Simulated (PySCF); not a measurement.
**HF/ccECP-cc-pVDZ (core potential) run of InBrF2 (SMILES [F][In]([F])[Br])**

Aim: the vertical ionisation energy of InBrF2 at HF/ccECP-cc-pVDZ (core potential), from 2 runs. The job is set up through a Python script.

Program for the calculation: PySCF 2.14.0.

## (1) The structure to begin with

InBrF2 has 4 atoms, charge 0, and is taken as a singlet. As SMILES, `[F][In]([F])[Br]`. The shape is that of a PBE0-D4/def2-TZVP optimisation.

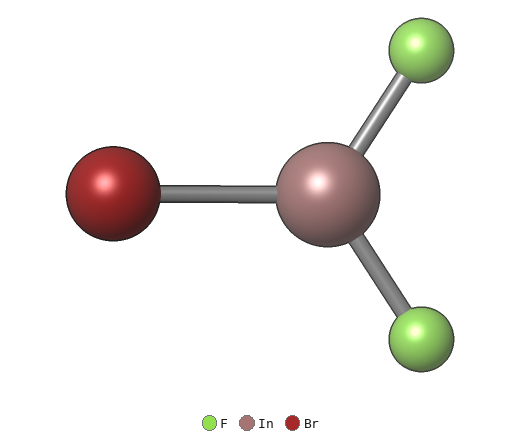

The structure, seen from a chosen angle (fluorine green, indium brown, bromine red).

## (2) A single-point energy at HF/ccECP-cc-pVDZ (core potential)

Input file input.py:

```python
# [F][In]([F])[Br]
from pyscf import gto, scf

mol = gto.M(
    atom=[
    ('F', (0.769000, 0.686500, 1.670900)),
    ('In', (0.065500, -0.051400, 0.038600)),
    ('F', (0.776000, -1.786800, -0.394000)),
    ('Br', (-1.555000, 1.091500, -1.335700)),
],
    ecp={'F': 'ccecp', 'In': 'ccecp', 'Br': 'ccecp'},
    basis='ccecp-cc-pvdz',
    max_memory=1860,
    spin=0,
    verbose=3,
)

mf = scf.RHF(mol)
mf.conv_tol = 1e-10
mf.kernel()
if not mf.converged:
    mf = mf.newton().run(mf.mo_coeff, mf.mo_occ)

e_final = mf.e_tot
print('Final energy', e_final)
```

Started as:

```bash
$ OMP_NUM_THREADS=1 python input.py
```

Output:

```text
converged SCF energy = -63.0894626543813
Final energy -63.089462654381336
```

Wall time 2.2 s (1 thread of Arm Neoverse V1, shared host); peak memory 0.12 GiB.

## (3) The doublet cation

Input file run.py:

```python
from pyscf import gto

mol = gto.M(
    atom=[
    ('F', (0.769000, 0.686500, 1.670900)),
    ('In', (0.065500, -0.051400, 0.038600)),
    ('F', (0.776000, -1.786800, -0.394000)),
    ('Br', (-1.555000, 1.091500, -1.335700)),
],
    ecp={'F': 'ccecp', 'In': 'ccecp', 'Br': 'ccecp'},
    basis='ccecp-cc-pvdz',
    max_memory=1860,
    verbose=3,
    spin=1,
    charge=1,
)

myscf = mol.UHF()
myscf.conv_tol = 1e-10
myscf.kernel()
if not myscf.converged:
    myscf = myscf.newton().run(myscf.mo_coeff, myscf.mo_occ)

etot = myscf.e_tot
print('Final energy', etot)
```

Started as:

```bash
$ OMP_NUM_THREADS=1 python run.py
```

Output:

```text
converged SCF energy = -62.6764688875694  <S^2> = 0.75691005  2S+1 = 2.0068982
Final energy -62.67646888756936
```

Wall time 2.5 s (1 thread of Arm Neoverse V1, shared host); peak memory 0.12 GiB.

## (4) Results

Level: HF/ccECP-cc-pVDZ (core potential).

```
                                          quantity         value
                      singlet InBrF2: total energy  -63.08946 Eh
                     singlet InBrF2: dipole moment        2.08 D
                       singlet InBrF2: HOMO energy     -12.54 eV
                       singlet InBrF2: LUMO energy      -0.22 eV
                     singlet InBrF2: HOMO–LUMO gap      12.32 eV
                      doublet cation: total energy  -62.67647 Eh
doublet cation: HOMO energy (highest over α and β)     -20.61 eV
 doublet cation: LUMO energy (lowest over α and β)     -10.08 eV
                              doublet cation: ⟨S²⟩         0.757
vertical ionisation energy (to the doublet cation)     11.238 eV
```

What this shows: Removing an electron at fixed nuclei costs 11.24 eV (259 kcal/mol). −ε(HOMO) before ionisation, 12.54 eV, is 1.30 eV above this ionisation energy. Mulliken charges (doublet cation) run from -0.53 on F1 to +1.44 on In2; they depend strongly on the basis.
